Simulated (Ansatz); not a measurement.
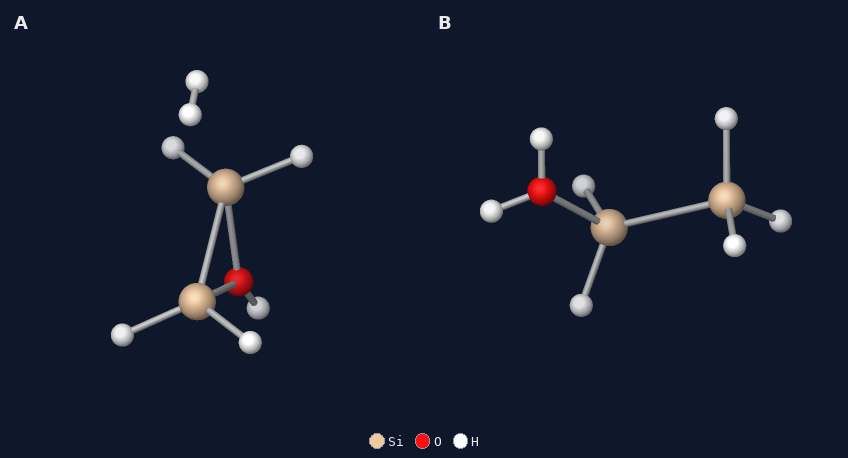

2 stationary structures of one formula. Charge +1, singlet. Geometries: PBE-D4/def2-SVP. Electronic energies: PBE-D4/def2-SVP (Ansatz 0.2.0), without zero-point energy. No frequency run is at hand to confirm each as a minimum. Each is one conformer, not always the lowest.

Which is lowest in energy, and by how much?

B is lowest; A lies 0.761 eV above it.
